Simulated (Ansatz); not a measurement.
# Decaying states in the gap of CsCdBrCl2, part 3 of 3

Wanted: the relaxed cell of CsCdBrCl2, its band edges and its decay constants. It is built by putting Br for part of the Cl in the CsCdCl3 structure of space group Pm-3m, with the volume rescaled by atomic radii. The parent structure comes from the Materials Project.

Ansatz 0.2.0; LDA DFT, plane waves, PAW files (the session's first sound run).

So far, gap on the k-mesh (eV): step 3 (band edges, LDA) 1.13; step 4 (complex bands, plane (001), k-mesh 6×6×4, LDA) 1.13; step 6 (PBEsol) 1.29.

The structure was built from a prototype and need not be the compound's stable phase.

### 7. Complex bands at another level

This step: PBEsol DFT, plane waves, PAW files; complex bands by layer matching along the plane's normal (Ansatz 0.2.0).

The complex bands at that level, over its own gap, at (0, 0) and (-0.5, -0.5).

Input file input.yaml:

```yaml
crystal:
  lattice:
    - [5.130882779, 0.0, 0.0]
    - [0.0, 5.130882779, 0.0]
    - [0.0, 0.0, 5.358495236]
  atoms:
    - { symbol: Cs, position: [0.0, 0.0, 0.0] }
    - { symbol: Cd, position: [0.5, 0.5, 0.5] }
    - { symbol: Cl, position: [0.0, 0.5, 0.5] }
    - { symbol: Br, position: [0.5, 0.5, 0.0] }
    - { symbol: Cl, position: [0.5, 0.0, 0.5] }
kpoints:
  mp_grid: { grid: [6, 6, 4] }
scf:
  occupations: { method: fixed }
hamiltonian:
  xc: pbesol
output:
  eigenvalues: true
  transmission:
    leads: [[0, 0]]
    kpoints: [[0.0, 0.0], [-0.5, -0.5]]
    e_range: [-1.0, 2.29]
    de: 0.07
```

Started as:

```
> ansatz run input.yaml --threads 2 --pin off --max-ram 4096MiB --backend cpu --events-out ev --progress --plain --runs-dir out
```

Numbers of over 12 decimals in the logs are rounded to 6 here.

Output:

```text
[...]
Crystal: 5 atoms, lattice volume = 141.068 Å³
Basis set: ecut = 420 eV, 2769 PW (Γ)
Bands: 30, of which v1, the nominal top of the filled ones, is band 25 counted from 1 (24 counted from 0)
Symmetry: 16 space group operations
[...]
k-points: 30 of 144
[...]
SCF iter   1: F=—  HF=-18634.921634 eV  |F-HF|=—  |Δ(HF+E_count)|=         —  Δρ=4.18e-3  dr2=3.12e-2  ethr=1.77e-3  ⟨swp⟩=5.4  Hψ=3368  notcnv=0  defer=71
[...]
SCF iter   7: F=-18634.912837 eV  HF=-18634.912837 eV  |F-HF|=4.02e-9  |Δ(HF+E_count)|=   1.78e-7  Δρ=2.24e-6  dr2=1.28e-8  ethr=2.00e-10  ⟨swp⟩=11.1  Hψ=3676  notcnv=0
SCF 1 converged in 7 iterations: F = -18634.912837 eV  dr2 = 1.28e-8
[...]
transmission: 8 of 16 steps passed
transmission: 16 of 16 steps passed
SCF converged after 7 iterations
Free energy (F): -18634.912837 eV
[...]
Internal energy: -18634.912837 eV  (E = F + TS)
E sigma→0 (E₀):  -18634.912837 eV
Fermi energy:    4.617024 eV
[...]
--- Band table (eV; the first three rows and the last of 30) ---
  k-point 0: bands = [... 21 lower, 3.4527, 3.8555, 3.9178, 3.9178, 5.9121, 9.9395, 9.9480, 10.3839, ... 1 higher]
  k-point 1: bands = [... 21 lower, 3.4256, 3.4256, 3.8269, 3.8269, 7.2197, 10.4694, 10.5357, 11.0065, ... 1 higher]
  k-point 2: bands = [... 21 lower, 3.4307, 3.4307, 3.7116, 3.7116, 8.9943, 11.1300, 11.1304, 11.8212, ... 1 higher]
  k-point 29: bands = [... 21 lower, 4.2633, 4.2633, 4.3780, 4.6170, 9.9284, 9.9284, 9.9765, 11.4766, ... 1 higher]
--- Transmission ---
  basis      : 233 plane waves across, 8 finite elements along
  points     : 2, as listed
[...]
channels       : 0.000000e0 a spin
[...]
slowest decay  : 0.1579 /Å at (0.0000, 0.0000)
```

The job ended after 32 s (2 threads of Arm Neoverse V2, shared host; peak memory 0.66 GiB; 52 s of CPU time).

This step gave:

| Property | Result |
| --- | --- |
| free energy | -18634.9128 eV |
| level to which the leads are filled | 0.6475 eV from the Fermi level |
| decay constant at the filling level, zone centre | 0.1579 Å⁻¹ |
| decay constant at the filling level, slowest listed point | 0.1579 Å⁻¹ |

K parallel (0, 0); values up to 1.5 1/Å, a degenerate pair printed once or twice; energies at which all values exceed this have no row. Table of Im kz of the slowest decaying states by energy, zero at the highest filled level on the SCF mesh:

```csv
energy (eV),decay 1 (Å⁻¹),decay 2 (Å⁻¹),decay 3 (Å⁻¹),decay 4 (Å⁻¹)
-1.0000,0.187,0.374,0.380,0.541
-0.7200,0.0586,0.460,0.488,0.532
-0.5100,0.132,0.362,0.496,0.528
-0.2300,0.170,0.508,0.523,0.528
-0.0200,0.181,0.52,0.544,0.554
0.2600,0.182,0.517,0.558,0.583
0.4700,0.174,0.514,0.564,0.595
0.7500,0.151,0.511,0.569,0.607
1.0300,0.111,0.506,0.569,0.613
1.2400,0.0522,0.502,0.568,0.616
1.5200,0.495,0.562,0.616,0.761
1.7300,0.489,0.557,0.615,0.744
2.0100,0.480,0.547,0.612,0.720
2.2200,0.472,0.538,0.607,0.702
```

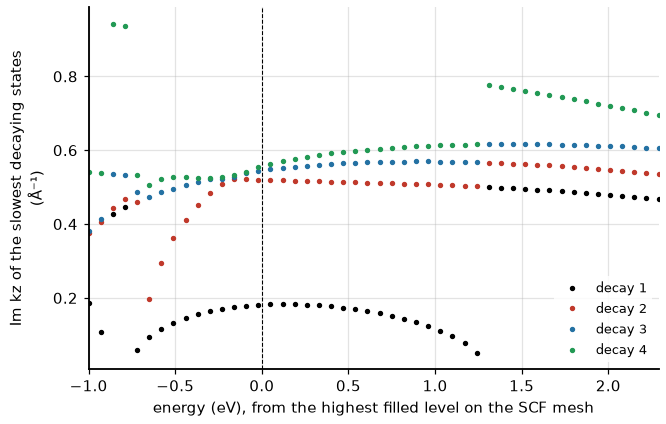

Im kz of the slowest decaying states, plotted against energy.

K parallel (-0.5, -0.5); values up to 1.5 1/Å, a degenerate pair printed once or twice; energies at which all values exceed this have no row. Table of Im kz of the slowest decaying states by energy, zero at the highest filled level on the SCF mesh:

| energy (eV) | decay 1 (Å⁻¹) | decay 2 (Å⁻¹) | decay 3 (Å⁻¹) | decay 4 (Å⁻¹) |
| --- | --- | --- | --- | --- |
| -1.0000 | 0.405 | 0.757 | 0.933 | 1.21 |
| -0.7200 | 0.447 | 0.702 | 0.799 | 1.09 |
| -0.5100 | 0.471 | 0.580 | 0.823 | 0.961 |
| -0.2300 | 0.154 | 0.359 | 0.498 | 0.846 |
| -0.0200 | 0.241 | 0.514 | 0.860 | 0.878 |
| 0.2600 | 0.122 | 0.306 | 0.532 | 0.874 |
| 0.4700 | 0.160 | 0.339 | 0.543 | 0.881 |
| 0.7500 | 0.198 | 0.371 | 0.554 | 0.888 |
| 1.0300 | 0.225 | 0.393 | 0.563 | 0.893 |
| 1.2400 | 0.242 | 0.404 | 0.568 | 0.894 |
| 1.5200 | 0.261 | 0.415 | 0.573 | 0.894 |
| 1.7300 | 0.273 | 0.420 | 0.575 | 0.892 |
| 2.0100 | 0.285 | 0.423 | 0.576 | 0.889 |
| 2.2200 | 0.292 | 0.423 | 0.575 | 0.885 |

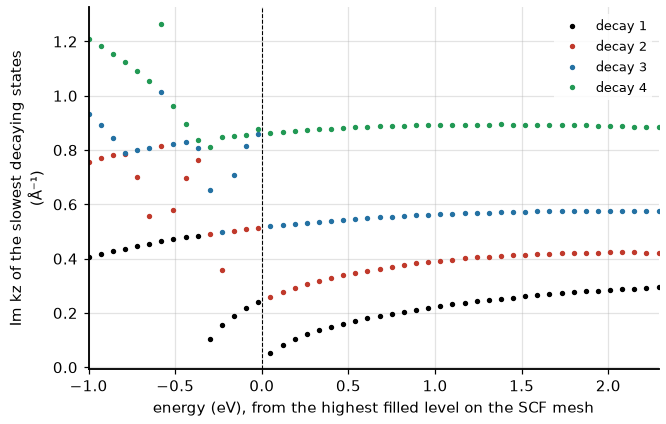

Im kz of the slowest decaying states, plotted against energy.

At the listed wavevectors the last open channel is at -0.02 eV and the next at +1.31 eV on the grid. At +0.68 eV, the grid energy nearest the filling level (the middle of the gap on the SCF mesh), the slowest state at the listed wavevectors decays with κ = 0.158 Å⁻¹, its amplitude falling by e over 6.3 Å; the first such run, plane (001), gave 0.148 Å⁻¹.

### 8. The same cell, other settings: basis.xc_grid = 3

This step: LDA DFT, plane waves, PAW files; complex bands by layer matching along the plane's normal; changed: basis.xc_grid = 3 (Ansatz 0.2.0).

This run repeats an earlier one, its twin (the complex run, plane (001)), with one setting changed (basis.xc_grid; files written aside). It is meant to test whether the numerical route changes the result or only the time. Where the input is shown as a difference, that is against the step before, not the twin.

input.yaml: that of step 7 with these lines changed.

```diff
@@ -16,3 +16,3 @@
 hamiltonian:
-  xc: pbesol
+  xc: lda
 output:
@@ -22,3 +22,5 @@
     kpoints: [[0.0, 0.0], [-0.5, -0.5]]
-    e_range: [-1.0, 2.29]
-    de: 0.07
+    e_range: [-1.0, 2.13]
+    de: 0.06
+basis:
+  xc_grid: 3
```

Output:

```text
[...]
Crystal: 5 atoms, lattice volume = 141.068 Å³
Basis set: ecut = 420 eV, 2769 PW (Γ), exchange–correlation on 108×108×108 points (27 copies of the dense FFT grid, shifted against one another)
Bands: 30, of which v1, the nominal top of the filled ones, is band 25 counted from 1 (24 counted from 0)
Symmetry: 16 space group operations
[...]
k-points: 30 of 144
[...]
SCF iter   1: F=—  HF=-18411.810010 eV  |F-HF|=—  |Δ(HF+E_count)|=         —  Δρ=6.92e-3  dr2=6.08e-2  ethr=1.77e-3  ⟨swp⟩=5.4  Hψ=3371  notcnv=0  defer=69
[...]
SCF iter   7: F=-18411.790106 eV  HF=-18411.790106 eV  |F-HF|=4.72e-9  |Δ(HF+E_count)|=   3.03e-8  Δρ=2.64e-6  dr2=1.65e-8  ethr=2.00e-10  ⟨swp⟩=11.0  Hψ=3950  notcnv=0
SCF 1 converged in 7 iterations: F = -18411.790106 eV  dr2 = 1.65e-8
[...]
transmission: 8 of 16 steps passed
transmission: 16 of 16 steps passed
SCF converged after 7 iterations
Free energy (F): -18411.790106 eV
[...]
Internal energy: -18411.790106 eV  (E = F + TS)
E sigma→0 (E₀):  -18411.790106 eV
Fermi energy:    4.432611 eV
[...]
--- Band table (eV; the first three rows and the last of 30) ---
  k-point 0: bands = [... 21 lower, 3.2762, 3.6798, 3.7459, 3.7459, 5.5643, 9.5598, 9.6334, 10.0402, ... 1 higher]
  k-point 1: bands = [... 21 lower, 3.2472, 3.2472, 3.6548, 3.6548, 6.9019, 10.1635, 10.1849, 10.6480, ... 1 higher]
  k-point 2: bands = [... 21 lower, 3.2506, 3.2506, 3.5397, 3.5397, 8.6838, 10.8014, 10.8357, 11.5774, ... 1 higher]
  k-point 29: bands = [... 21 lower, 4.0944, 4.0944, 4.1929, 4.4326, 9.6369, 9.6369, 9.6799, 11.1347, ... 1 higher]
--- Transmission ---
  basis      : 233 plane waves across, 8 finite elements along
  points     : 2, as listed
[...]
channels       : 0.000000e0 a spin
[...]
slowest decay  : 0.1476 /Å at (0.0000, 0.0000)
```

The job ended after 35 s (2 threads; peak memory 0.69 GiB; 55 s of CPU time).

Numbers from this step:

| Item | Value |
| --- | --- |
| free energy | -18411.7901 eV |
| Fermi energy | 4.433 eV |
| gap on the k-mesh | 1.132 eV |
| level to which the leads are filled | 0.5658 eV from the Fermi level |
| decay constant at the filling level, zone centre | 0.1476 Å⁻¹ |
| decay constant at the filling level, slowest listed point | 0.1476 Å⁻¹ |

K parallel (0, 0); values up to 1.5 1/Å, a degenerate pair printed once or twice; energies at which all values exceed this have no row. The Im kz of the slowest decaying states by energy, zero at the highest filled level on the SCF mesh:

| energy (eV) | decay 1 (Å⁻¹) | decay 2 (Å⁻¹) | decay 3 (Å⁻¹) | decay 4 (Å⁻¹) |
| --- | --- | --- | --- | --- |
| -1.0000 | 0.196 | 0.364 | 0.371 | 0.521 |
| -0.7600 | 0.443 | 0.469 | 0.515 | 0.918 |
| -0.5200 | 0.122 | 0.343 | 0.486 | 0.510 |
| -0.2200 | 0.161 | 0.506 | 0.506 | 0.520 |
| 0.0200 | 0.170 | 0.504 | 0.537 | 0.554 |
| 0.2600 | 0.166 | 0.501 | 0.548 | 0.577 |
| 0.5000 | 0.153 | 0.499 | 0.555 | 0.591 |
| 0.7400 | 0.127 | 0.496 | 0.559 | 0.600 |
| 0.9800 | 0.0830 | 0.492 | 0.559 | 0.606 |
| 1.2200 | 0.488 | 0.557 | 0.609 | 0.770 |
| 1.5200 | 0.480 | 0.551 | 0.610 | 0.745 |
| 1.7600 | 0.473 | 0.544 | 0.608 | 0.725 |
| 2.0000 | 0.464 | 0.536 | 0.605 | 0.705 |

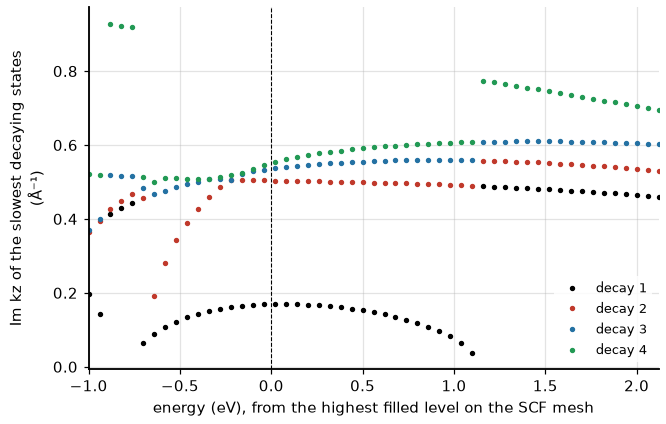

Im kz of the slowest decaying states against energy.

K parallel (-0.5, -0.5); values up to 1.5 1/Å, a degenerate pair printed once or twice; energies at which all values exceed this have no row. Im kz of the slowest decaying states against energy, zero at the highest filled level on the SCF mesh:

| energy (eV) | decay 1 (Å⁻¹) | decay 2 (Å⁻¹) | decay 3 (Å⁻¹) | decay 4 (Å⁻¹) |
| --- | --- | --- | --- | --- |
| -1.0000 | 0.397 | 0.748 | 0.933 | 1.20 |
| -0.7600 | 0.433 | 0.763 | 0.786 | 1.11 |
| -0.5200 | 0.462 | 0.497 | 0.814 | 0.965 |
| -0.2200 | 0.150 | 0.473 | 0.490 | 0.837 |
| 0.0200 | 0.0343 | 0.246 | 0.508 | 0.855 |
| 0.2600 | 0.121 | 0.300 | 0.523 | 0.867 |
| 0.5000 | 0.164 | 0.337 | 0.535 | 0.875 |
| 0.7400 | 0.195 | 0.364 | 0.544 | 0.881 |
| 0.9800 | 0.219 | 0.384 | 0.552 | 0.885 |
| 1.2200 | 0.239 | 0.398 | 0.558 | 0.887 |
| 1.5200 | 0.259 | 0.409 | 0.563 | 0.887 |
| 1.7600 | 0.271 | 0.414 | 0.565 | 0.885 |
| 2.0000 | 0.282 | 0.416 | 0.565 | 0.882 |

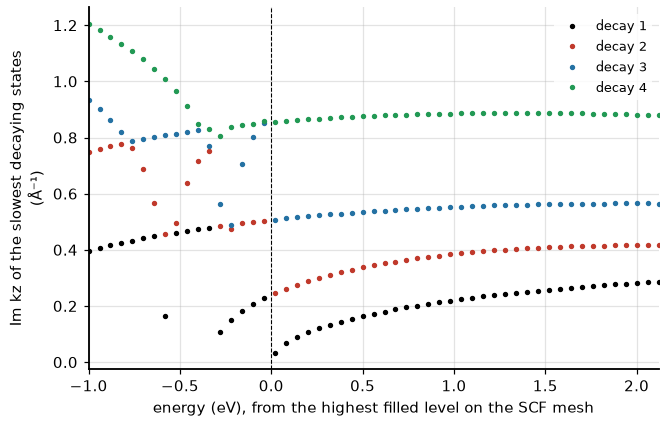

Im kz of the slowest decaying states against energy.

The energy agrees with the twin's within 2e-6 eV and the result to the printed digits, after as many cycles: the change makes no difference here.

### 9. A repeat with changed settings

This step: LDA DFT, plane waves, PAW files; complex bands by layer matching along the plane's normal; changed: scf.convergence.dr2_threshold = 0.0, scf.max_iter = 50 (Ansatz 0.2.0).

This run repeats an earlier one, its twin (the complex run, plane (001)), with two settings changed (scf.convergence.dr2_threshold, scf.max_iter; files written aside). The setting was drawn as a possible misstep, on purpose. Where the input is shown as a difference, that is against the step before, not the twin.

input.yaml: that of step 8 with these lines changed.

```diff
@@ -15,2 +15,4 @@
   occupations: { method: fixed }
+  convergence: { dr2_threshold: 0.0 }
+  max_iter: 50
 hamiltonian:
@@ -24,3 +26 @@
     de: 0.06
-basis:
-  xc_grid: 3
```

Output:

```text
Error: invalid value for `scf.convergence.dr2_threshold`: must be finite and > 0; got 0 eV
```

Elapsed: 0.02 s, on 2 threads; peak memory 0.031 GiB.

The program refused the input before any cycle.

The program's message: “Error: invalid value for `scf.convergence.dr2_threshold`: must be finite and > 0; got 0 eV”

The change that led to it: scf.convergence.dr2_threshold = 0.0.

### 10. Outcome

* band gap: 1.13 eV
* least decay constant at mid-gap, normal to (001): 0.148 Å⁻¹
* least decay constant at mid-gap, normal to (100): 0.163 Å⁻¹
* least decay constant, PBEsol: 0.158 Å⁻¹

In words: With LDA, the slowest decay at the wavevectors tried is κ = 0.148 Å⁻¹, normal to (001). Through such a film the transmission near mid-gap falls as exp(−2κd), a factor of ten every 7.8 Å. The directions tried decay at nearly the same rate. A free electron under a barrier of half the gap would need a mass of 0.15 mₑ to decay at this rate. With PBEsol the gap goes from 1.13 to 1.29 eV and the decay constant, over the first 2 listed wavevectors, from 0.148 to 0.158 Å⁻¹. The compound is made up by substitution; its stability against other phases and against distortions of the cell's symmetry was not tested. A semilocal functional narrows gaps, so real decay constants are likely larger.

[Logs are printed without paths, hosts, clocks, repeated set-up lines and the standing remarks that a program may print on its own settings, such as how far it seeks lower states.]

[Hosts, paths, dates, database ids (printed as entryN), source tags and the programs' standing remarks are cut or masked in the printed files.]

[New means built here by substitution; the compound itself may be known and measured.]
